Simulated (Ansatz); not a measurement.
# Si3GeH10: small, medium and large basis sets

Aim: see how fast density functionals converge with the basis set for Si3GeH10.

The runs use Ansatz 0.2.0, Gaussian basis; one geometry, several basis sets.

Levels to be run: PBE0-D4/def2-SVP; ωB97M-V/def2-SVP; PBE0-D4/def2-QZVPP; ωB97M-V/def2-QZVPP; the functionals' def2-TZVPP values are taken from earlier runs.

## 1. The geometry

All runs share one geometry, relaxed beforehand with PBE0-D4 in a triple-zeta def2 set.

SMILES `[SiH3][SiH2][GeH2][SiH3]`, 14 atoms, charge 0, spin multiplicity 1.

Atoms are counted from 1 here; the program's logs count them from 0.

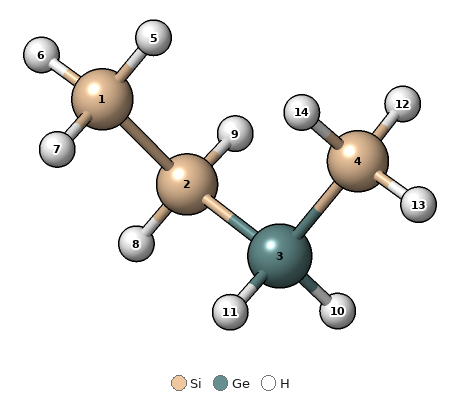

The geometry (silicon light orange, germanium teal, hydrogen white); atoms are numbered from 1 in the order of the file.

## 2. PBE0-D4 in def2-SVP

The input, in.yaml:

```yaml
crystal:
  periodic: [false, false, false]
  atoms:
    - {symbol: Si, position_ang: [-1.713926, 0.688289, 1.523061]}
    - {symbol: Si, position_ang: [-0.245064, -1.100106, 1.198933]}
    - {symbol: Ge, position_ang: [1.554210, -0.407460, -0.198972]}
    - {symbol: Si, position_ang: [0.721848, 0.424563, -2.266719]}
    - {symbol: H, position_ang: [-2.273908, 1.115168, 0.212299]}
    - {symbol: H, position_ang: [-2.837406, 0.317010, 2.424587]}
    - {symbol: H, position_ang: [-0.981163, 1.837566, 2.119537]}
    - {symbol: H, position_ang: [0.274091, -1.582675, 2.508965]}
    - {symbol: H, position_ang: [-0.964963, -2.225354, 0.539663]}
    - {symbol: H, position_ang: [2.519870, -1.580724, -0.453629]}
    - {symbol: H, position_ang: [2.347444, 0.703957, 0.515562]}
    - {symbol: H, position_ang: [-0.101950, -0.618805, -2.932973]}
    - {symbol: H, position_ang: [1.832862, 0.812842, -3.175247]}
    - {symbol: H, position_ang: [-0.131936, 1.615719, -2.015057]}
basis:
  gaussian: {orbitals: def2-SVP}
hamiltonian: {xc: pbe0, dispersion: d4}
output: {orbitals: {seedname: orbitals}}
```

Started as:

```sh
$ ansatz run in.yaml --threads 4 --pin off --events-out ev --progress --plain --max-ram 11315MiB
```

The log of the run:

```text
Functional definition: PBE0
  name "PBE0"
  cite "Adamo & Barone, J. Chem. Phys. 110, 6158 (1999) doi:10.1063/1.478522"
  cite "Perdew, Burke & Ernzerhof, Phys. Rev. Lett. 77, 3865 (1996) doi:10.1103/PhysRevLett.77.3865"
  parent pbe
  parameter a = 0.25
  parameter kappa = 0.804
  parameter beta = 0.06672455060314922
  exchange = (1 - a)*pbe_x(kappa = kappa, mu = beta*pi^2/3) + a*exact_x
  correlation = pbe_c(beta = beta)
1331 factors; integrals over basis functions are off by at most 1.3e-3 eV
mean field evaluation 1: about -80281.5263 eV, gradient 1.5e1 eV
mean field evaluation 2: about -80281.8766 eV, gradient 1.2e1 eV
mean field evaluation 4: about -80282.0288 eV, gradient 2.6e-1 eV
mean field evaluation 8: about -80282.0694 eV, gradient 2.0e-2 eV
mean field -80282.06944579 eV, -2950.3116349918 hartree, gradient 2.6e-5 eV, S^2 0.000000; 0 other end points of the search recorded, 0 dependent functions left out
reference -80282.06948068 eV, -2950.3116362740 hartree; 42, 42 occupied and 94, 94 virtual orbitals, 1331 factors
Total energy: -80282.38631817 eV, -2950.3232798370 hartree
```

Run time: 2 s. Hardware: 4 threads of Arm Neoverse V2, shared host.

## 3. ωB97M-V in def2-SVP

in.yaml, as its differences from that of step 2:

```diff
@@ -19,3 +19,3 @@
   gaussian: {orbitals: def2-SVP}
-hamiltonian: {xc: pbe0, dispersion: d4}
+hamiltonian: {xc: {name: wB97M-V}}
 output: {orbitals: {seedname: orbitals}}
```

Launched as before.

The log of the run, cut to the lines that bear on the results:

```text
Functional definition: wB97M-V
  name "wB97M-V"
  cite "Mardirossian & Head-Gordon, J. Chem. Phys. 144, 214110 (2016) doi:10.1063/1.4952647"
  cite "Becke, J. Chem. Phys. 107, 8554 (1997) doi:10.1063/1.475007"
  cite "Vydrov & Van Voorhis, J. Chem. Phys. 133, 244103 (2010) doi:10.1063/1.3521275"
  # Of w^i u^j: cxij and so on, Table III.
[...]
  gx(w, u) = 1 - cx + cx01*u + cx10*w
  gss(w, u) = css00 + css04*u^4 + css10*w + css20*w^2 + css43*w^4*u^3
  gos(w, u) = cos00 + cos10*w + (cos20 + cos21*u)*w^2 + (cos60 + cos61*u)*w^6
[...]
      + integral(e_c_pw_mod_opposite_spin*gos(b97_w_opposite, b97_u_opposite)) + vv10(b, c)
1331 factors; integrals over basis functions are off by at most 1.3e-3 eV
495 factors; integrals over basis functions are off by at most 5.7e-6 eV
[...]
mean field -80293.32380153 eV, -2950.7252249366 hartree, gradient 3.3e-5 eV, S^2 0.000000; 0 other end points of the search recorded, 0 dependent functions left out
reference -80293.32385799 eV, -2950.7252270114 hartree; 42, 42 occupied and 94, 94 virtual orbitals, 1331 factors
Total energy: -80293.32385799 eV, -2950.7252270114 hartree
```

It took 9 s on 4 threads of Arm Neoverse V2, shared host.

## 4. PBE0-D4 in def2-QZVPP

in.yaml, as its differences from that of step 3:

```diff
@@ -18,4 +18,4 @@
 basis:
-  gaussian: {orbitals: def2-SVP}
-hamiltonian: {xc: {name: wB97M-V}}
+  gaussian: {orbitals: "def2-QZVPP.json"}
+hamiltonian: {xc: pbe0, dispersion: d4}
 output: {orbitals: {seedname: orbitals}}
```

Same command.

The log of the run:

```text
Functional definition: PBE0
  name "PBE0"
  cite "Adamo & Barone, J. Chem. Phys. 110, 6158 (1999) doi:10.1063/1.478522"
  cite "Perdew, Burke & Ernzerhof, Phys. Rev. Lett. 77, 3865 (1996) doi:10.1103/PhysRevLett.77.3865"
  parent pbe
  parameter a = 0.25
  parameter kappa = 0.804
  parameter beta = 0.06672455060314922
  exchange = (1 - a)*pbe_x(kappa = kappa, mu = beta*pi^2/3) + a*exact_x
  correlation = pbe_c(beta = beta)
2327 factors; their error is unknown
mean field evaluation 1: about -80298.4349 eV, gradient 2.1e1 eV
mean field evaluation 2: about -80299.0805 eV, gradient 1.7e1 eV
mean field evaluation 4: about -80299.3757 eV, gradient 9.4e-1 eV
mean field evaluation 8: about -80299.5272 eV, gradient 4.1e-1 eV
mean field evaluation 16: about -80299.5273 eV, gradient 2.2e-5 eV
mean field -80299.52727114 eV, -2950.9531982400 hartree, gradient 2.2e-5 eV, S^2 0.000000; 0 other end points of the search recorded, 0 dependent functions left out
reference -80299.52733012 eV, -2950.9532004075 hartree; 42, 42 occupied and 557, 557 virtual orbitals, 2327 factors
Total energy: -80299.84416761 eV, -2950.9648439704 hartree
```

Wall time 21 s (4 threads of Arm Neoverse V2, shared host); peak memory 3.1 GiB.

## 5. ωB97M-V in def2-QZVPP

in.yaml, as its differences from that of step 4:

```diff
@@ -19,3 +19,3 @@
   gaussian: {orbitals: "def2-QZVPP.json"}
-hamiltonian: {xc: pbe0, dispersion: d4}
+hamiltonian: {xc: {name: wB97M-V}}
 output: {orbitals: {seedname: orbitals}}
```

Same command.

The log of the run, cut to the lines that bear on the results:

```text
Functional definition: wB97M-V
  name "wB97M-V"
  cite "Mardirossian & Head-Gordon, J. Chem. Phys. 144, 214110 (2016) doi:10.1063/1.4952647"
  cite "Becke, J. Chem. Phys. 107, 8554 (1997) doi:10.1063/1.475007"
  cite "Vydrov & Van Voorhis, J. Chem. Phys. 133, 244103 (2010) doi:10.1063/1.3521275"
  # Of w^i u^j: cxij and so on, Table III.
[...]
  gx(w, u) = 1 - cx + cx01*u + cx10*w
  gss(w, u) = css00 + css04*u^4 + css10*w + css20*w^2 + css43*w^4*u^3
  gos(w, u) = cos00 + cos10*w + (cos20 + cos21*u)*w^2 + (cos60 + cos61*u)*w^6
[...]
      + integral(e_c_pw_mod_opposite_spin*gos(b97_w_opposite, b97_u_opposite)) + vv10(b, c)
2255 factors; their error is unknown
540 factors; integrals over basis functions are off by at most 9.8e-6 eV
[...]
mean field -80310.81675577 eV, -2951.3680791477 hartree, gradient 6.9e-5 eV, S^2 0.000000; 0 other end points of the search recorded, 0 dependent functions left out
reference -80310.81684863 eV, -2951.3680825604 hartree; 42, 42 occupied and 557, 557 virtual orbitals, 2255 factors
Total energy: -80310.81684863 eV, -2951.3680825604 hartree
```

It took 43 s on 4 threads of Arm Neoverse V2, shared host; peak memory 3.6 GiB.

## 6. Functionals by basis

The def2-TZVPP values come from earlier runs at the same geometry.

| functional | basis | functions | energy (eV) | from the largest (eV) | HOMO (eV) | LUMO (eV) |
| --- | --- | --- | --- | --- | --- | --- |
| PBE0-D4 | def2-SVP | 136 | -80282.3863 | 17.458 | -7.88 | -0.08 |
| PBE0-D4 | def2-TZVPP | 314 | -80297.8295 | 2.015 | -7.82 | -0.29 |
| PBE0-D4 | def2-QZVPP | 599 | -80299.8442 | 0.000 | -7.82 | -0.37 |
| ωB97M-V | def2-SVP | 136 | -80293.3239 | 17.493 | -9.78 | 1.75 |
| ωB97M-V | def2-TZVPP | 314 | -80308.8779 | 1.939 | -9.76 | 1.38 |
| ωB97M-V | def2-QZVPP | 599 | -80310.8168 | 0.000 | -9.76 | 1.09 |

## 7. Outcome

| quantity | value |
| --- | --- |
| PBE0-D4: double and triple zeta above quadruple | 17.46, 2.01 eV |
| ωB97M-V: double and triple zeta above quadruple | 17.49, 1.94 eV |

In words: For PBE0-D4 the step from double to triple zeta gains 15.44 eV and the next only 2.01 eV. These are total energies; as a rule much of such shifts cancels in differences, which this series doesn't test. The LUMO of ωB97M-V is positive and keeps falling with the basis (1.75 to 1.09 eV): an unbound level that the basis holds in place.

For PBE0-D4 the largest set took about 10 times as long as the smallest (21 s against 2 s).
